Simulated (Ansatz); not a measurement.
**BClF₂HSi (charge +1): density, localisation and related maps**

Input file:

```
crystal:
  periodic: [false, false, false]
  atoms:
    - {symbol: B, position_ang: [-0.806244, 0.724117, -0.261282]}
    - {symbol: Cl, position_ang: [0.917110, 0.737638, -0.949840]}
    - {symbol: F, position_ang: [-1.060658, -0.185504, 0.609909]}
    - {symbol: F, position_ang: [1.512311, -1.045905, 1.536794]}
    - {symbol: Si, position_ang: [2.486899, -0.858762, 0.290379]}
    - {symbol: H, position_ang: [-1.535867, 1.558506, -0.697150]}
basis:
  gaussian: {orbitals: def2-TZVPD}
total_charge: 1
hamiltonian: {xc: pbe0}
output: {forces: true, orbitals: {seedname: orbitals}}
```

Command:

```sh
ansatz run input.yaml --threads 1 --pin off --max-ram 2610MiB --events-out events.jsonl --progress --plain --runs-dir runs
```

Geometry: B3LYP-D3(BJ)/def2-SVP.

These are results of Ansatz 0.2.0, isolated molecule in a Gaussian basis; Kohn-Sham density functional theory, functional PBE0, not measurements.

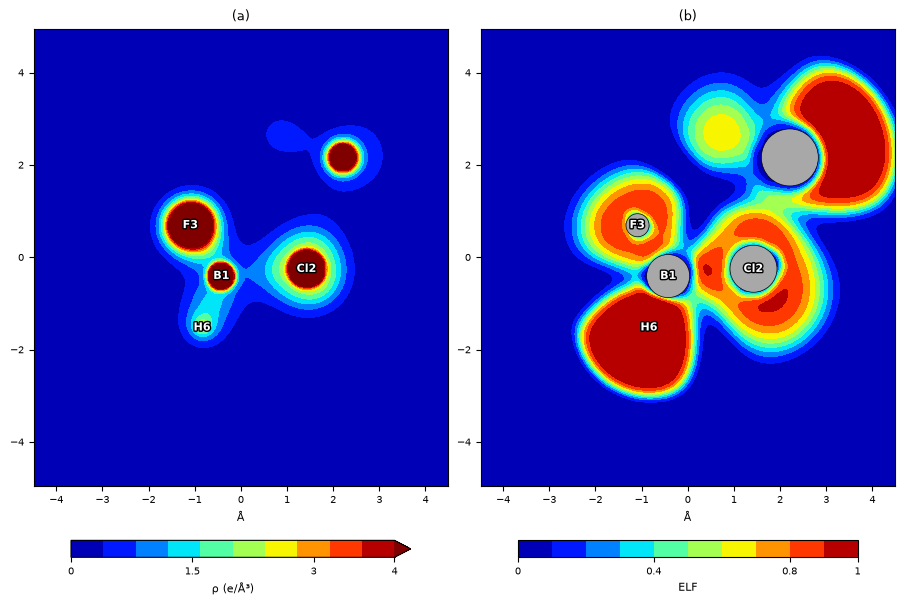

Figure 1. (a) electron density; (b) ELF on the plane of atoms F3, B1 and H6. Grey discs cover the atomic cores in the ELF map.

Question: What do the fields say about this system?

Answer:
- The plane passes through B, Cl, F and H nuclei.
- B–F (1.28 Å): the density is about 2.5 e/Å³ at the midpoint; the ELF peaks at about 0.85 between the atoms, as expected for a polar covalent bond.
- B–Cl (1.86 Å): ρ is about 1.1 e/Å³ halfway, with its minimum of 0.81 e/Å³ about 0.6 Å from B; the ELF peaks at about 0.90 between the atoms, as expected for a shared but strongly polarised pair.
- B–H (1.19 Å): ρ at the midpoint is about 1.4 e/Å³; the ELF climbs to about 1 towards the hydrogen, as it does in any bond to H; an ordinary covalent bond to hydrogen.
- The ELF also peaks beside Cl2, F3 and Si5, away from the bonds: lone-pair regions.

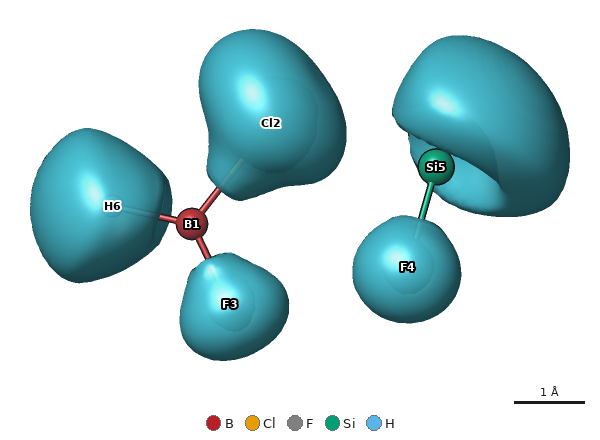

Figure 2. Isosurface of the electron localisation function at 0.75 (cyan), seen at a tilt. Only the valence region is drawn (cores and ρ < 0.01 e/Å³ removed).

Question: What do the ELF domains correspond to?

Answer: The ELF exceeds this value in one region around a hydrogen nucleus, one region on Cl in which the atom's valence shell and bonds are merged, one region on F in which the atom's valence shell and bonds are merged, one lobe on Si, pointing away from the bonds (lone pairs) and one region wrapped around F (its lone pairs, merged into a ring or cap). Along the contacts the grid gives the following. Si–F (1.59 Å): the ELF peaks at about 0.85 in the valence shell of F, 0.5 Å from its nucleus, and is about 0.50 at the midpoint.

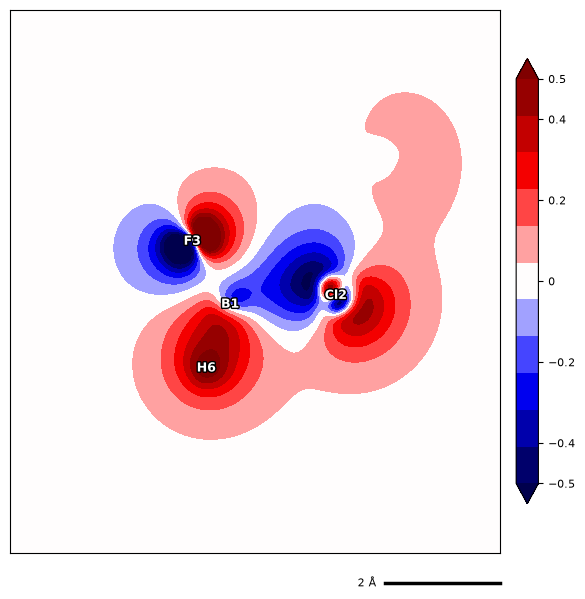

Figure 3. The HOMO−1 on the plane of atoms F3, B1 and H6 (values in Å⁻³ᐟ²; the overall sign is arbitrary).

Question: What is the character of this orbital?

Answer: It lies mainly on Cl2 (about 40 %), F3 (about 20 %), B1 (about 15 %) and H6 (about 15 %). Its energy is −15.79 eV.

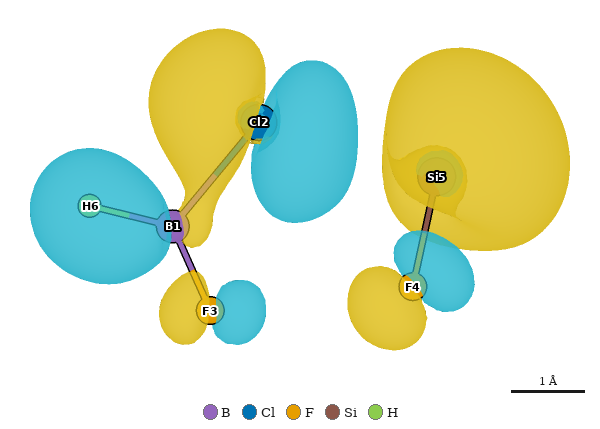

Figure 4. One frontier orbital at ±0.08 Å⁻³ᐟ² (yellow and cyan are the two phases), seen across its widest extent.

Question: Which orbital is it: HOMO or LUMO?

Answer: The HOMO, at −14.70 eV. Its weight (Hirshfeld) is mainly on Si5 (about 45 %), Cl2 (about 30 %), B1 (about 5 %), F4 (about 5 %) and H6 (about 5 %).
